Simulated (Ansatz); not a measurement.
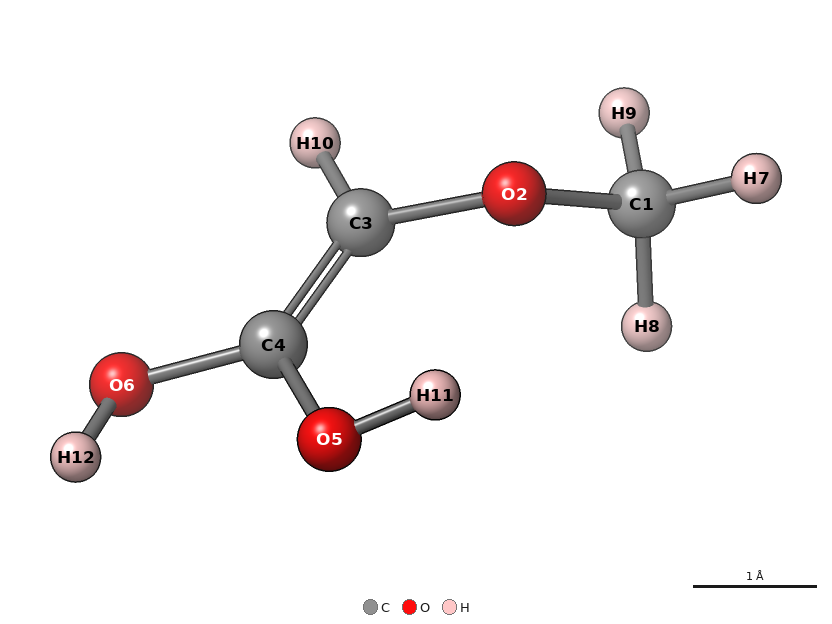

Orthographic view. Depth is shown by fading: the farther an atom, the more it takes the colour of the background. Computed geometry: PBE0-D4/def2-TZVP optimisation. No frequency run is at hand to confirm it as a minimum.

Write a Z-matrix (Å, degrees) in the order of the atom numbers, with these reference atoms: 2 to 1; 3 to 2, 1; 4 to 3, 2, 1; 5 to 4, 3, 2; 6 to 4, 3, 2; 7 to 1, 2, 3; 8 to 1, 7, 2; 9 to 1, 7, 8; 10 to 3, 4, 6; 11 to 5, 4, 3; 12 to 6, 4, 3.

```
C  
O    1   1.413
C    2   1.379   1   113.1
C    3   1.333   2   117.2   1   122.4
O    4   1.348   3   123.0   2    -0.8
O    4   1.340   3   123.9   2   178.6
H    1   1.091   2   107.3   3   179.6
H    1   1.096   7   109.8   2  -121.0
H    1   1.096   7   109.0   8  -118.9
H    3   1.082   4   123.5   6     1.9
H    5   0.968   4   106.1   3     3.6
H    6   0.963   4   107.7   3  -166.5
```
